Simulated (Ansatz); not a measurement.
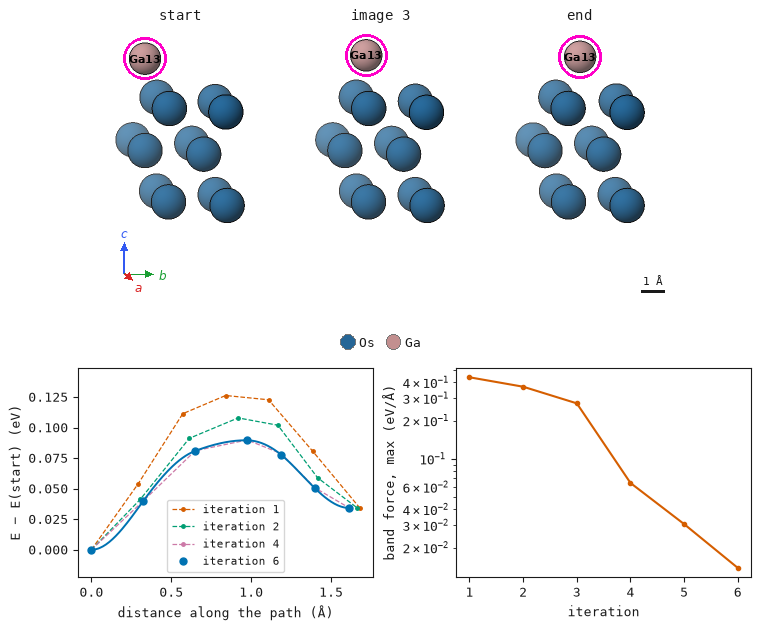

A search for the minimum-energy path of Ga on Os(0001) (13 atoms in the cell) by the nudged elastic band. Images are numbered from 0 (start) to 6 (end). The plot follows the band through its iterations. Style: spheres-only. Shown: the simulation cell, with the vacuum cut short (origin moved), slightly off an axis. The moving atom is ringed, with any periodic copies.

All numbers below come from Ansatz 0.2.0, DFT PBE-D3(BJ), scalar-relativistic, plane waves, PAW. Run with plane-wave cutoff 420 eV; k-point mesh 4 × 4 × 1; Fermi-Dirac smearing 0.1 eV; 4 atoms held fixed; 5 movable images; climbing image; force threshold 0.03 eV/Å; iteration limit 77; starting path by image-dependent pair potential.

Q: Judge this run.

A: The result is final at these settings. The band converged in 6 iterations. The largest component of the band force went from 0.44 to 0.014 eV/Å. The climbing image converged on the top of the path. A check of its curvatures found one unstable direction (−0.38 eV/Å²), as a transition state must have. The first iteration put the highest image at 0.126 eV. Forward barrier 0.090 eV, backward barrier 0.055 eV, with image 3 at the top; the reaction energy is +0.034 eV.

Limits of the set-up: the periodic images lie only 5.5 Å apart, so the values are limited by the cell's size.
